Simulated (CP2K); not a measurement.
Consider 2-aminothiazole at its PBE geometry (Å).

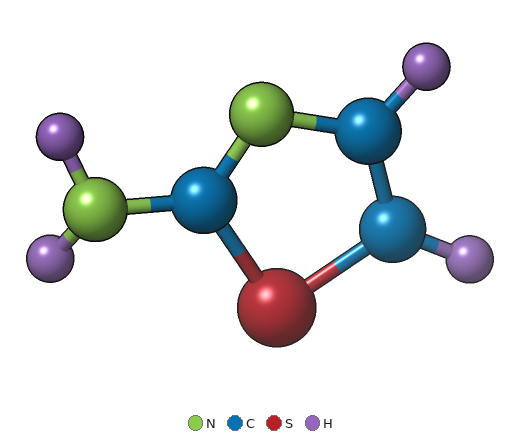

The molecule (nitrogen green, carbon blue, sulfur red, hydrogen purple).

```xyz
10

N     2.0729    0.0367   -0.3706
C     0.7116   -0.0226   -0.1339
N    -0.0272    1.0405    0.0814
C    -1.3541    0.6826    0.1967
C    -1.6392   -0.6507    0.0816
S    -0.1764   -1.5336   -0.2067
H     2.6194   -0.7761   -0.1045
H     2.4843    0.9196   -0.0777
H    -2.0950    1.4587    0.3790
H    -2.5964   -1.1554    0.1546
```

Method: CP2K XAS_TDP, all-electron GAPW, PBEh(45%), aug-cc-pVDZ, TDA, GW2X-corrected core level, no relativity.

**Question.** Predict the bright core excitations at the C K edge.

Leading lines: C2 288.46 eV, C4 287.81 eV and C5 287.32 eV. The leading line of an atom is its first one with 35 % of the strongest within 2.5 eV of its lowest line over the strength cut. Core ionisation energies at this level: C4 292.42, C5 291.86 and C2 293.93 eV.

The first six lines of each atom with a strength over 0.0015:

```csv
atom,energy (eV),states,"strength, one atom",above the computed threshold
C2 (bonded to 2 N and S),288.46,1,0.0641,
,290.76,1,0.0370,
,291.99,1,0.0015,
,292.95,1,0.0016,
,293.51,1,0.0039,
,294.39,1,0.0077,yes
"C4 (bonded to C, N and H)",287.81,1,0.0520,
,290.54,1,0.0071,
,290.64,1,0.0089,
,290.78,1,0.0065,
,291.79,1,0.0016,
,292.24,1,0.0024,
"C5 (bonded to C, S and H)",287.32,1,0.0450,
,288.89,1,0.0325,
,290.00,1,0.0117,
,291.07,1,0.0052,
,291.59,1,0.0026,
,291.71,1,0.0029,
```

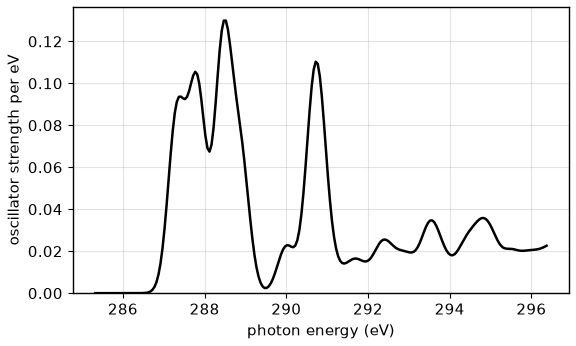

All atoms added, broadened by 0.5 eV.

Lines are vertical, at one geometry, with no vibrational structure. GW2X ionisation energies and lines can be off by 1 to 2 eV either way, and a good line position may hide errors that cancel. These values hold no scalar relativity, about 0.1 eV for C 1s. Rydberg lines, and the discretised continuum above threshold, depend on the basis and the box.

[Banner, clock and machine lines of the logs are left out without a mark of their own.]

[Logs are printed without paths, hosts, clocks, repeated set-up lines and the standing remarks that a program may print on its own settings, such as how far it seeks lower states.]

[Hosts, paths, dates, database ids (printed as entryN), source tags and the programs' standing remarks are cut or masked in the printed files.]
